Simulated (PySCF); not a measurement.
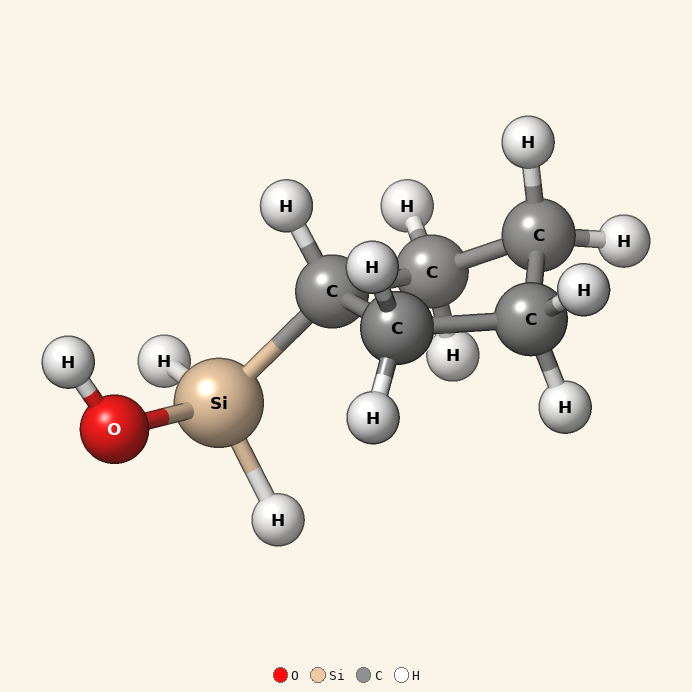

The computed structure is the end point of a PBE0-D3(BJ)/def2-SVP optimisation. No frequency run is at hand to confirm it as a minimum. Program: PySCF 2.14.0.

At this fixed geometry, give HOMO energy (eV), dipole (D), HOMO–LUMO gap (eV) at these levels: PBE0/def2-SVPD; PBE0/def2-SVPD in acetone (IEF-PCM); PBE0/def2-SVPD in dimethylsulfoxide (IEF-PCM); PBE0/pcSseg-1 in acetone (IEF-PCM); PBE0/pcSseg-1 in dimethylsulfoxide (IEF-PCM).

```csv
level,HOMO energy (eV),dipole (D),HOMO–LUMO gap (eV)
PBE0/def2-SVPD,−7.81,1.96,7.95
PBE0/def2-SVPD in acetone (IEF-PCM),−7.70,2.55,8.04
PBE0/def2-SVPD in dimethylsulfoxide (IEF-PCM),−7.70,2.59,8.04
PBE0/pcSseg-1 in acetone (IEF-PCM),−7.73,2.49,8.61
PBE0/pcSseg-1 in dimethylsulfoxide (IEF-PCM),−7.72,2.52,8.61
```
